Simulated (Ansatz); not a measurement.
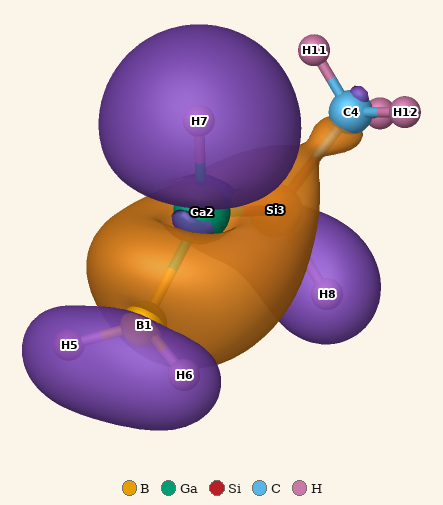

Figure 1: CH₈BGaSi (SMILES [BH2][GaH][SiH2]C). The HOMO−1 at ±0.06 Å⁻³ᐟ² (orange and purple are the two phases), seen at an oblique angle.

Geometry: PBE0-D4/def2-TZVP.

Level of theory: RKS PBE0-D4/def2-TZVPP in Ansatz 0.2.0.

Input file:

```
crystal:
  periodic: [false, false, false]
  atoms:
    - {symbol: B, position_ang: [-0.833904, 2.959587, 0.527461]}
    - {symbol: Ga, position_ang: [0.382938, 1.352087, 0.107117]}
    - {symbol: Si, position_ang: [-0.472409, -0.877797, -0.308235]}
    - {symbol: C, position_ang: [0.818486, -2.237795, -0.163211]}
    - {symbol: H, position_ang: [-1.314897, 3.639802, -0.334684]}
    - {symbol: H, position_ang: [-1.136506, 3.249316, 1.650945]}
    - {symbol: H, position_ang: [1.951981, 1.520019, 0.009873]}
    - {symbol: H, position_ang: [-1.617239, -1.179055, 0.602119]}
    - {symbol: H, position_ang: [-1.037725, -0.877537, -1.693170]}
    - {symbol: H, position_ang: [0.386980, -3.212578, -0.401846]}
    - {symbol: H, position_ang: [1.649756, -2.052776, -0.846849]}
    - {symbol: H, position_ang: [1.222540, -2.283273, 0.850489]}
basis:
  gaussian: {orbitals: def2-TZVPP}
hamiltonian: {xc: pbe0, dispersion: d4}
output: {orbitals: {seedname: orbitals}}
```

Command:

```sh
ansatz run in.yaml --threads 4 --pin off --events-out ev --progress --plain --max-ram 10444MiB
```

**Describe this orbital and give its energy.**

It lies mainly on Ga2 (about 35 %), H7 (about 30 %), B1 (about 15 %) and Si3 (about 10 %). Its energy is −7.82 eV.
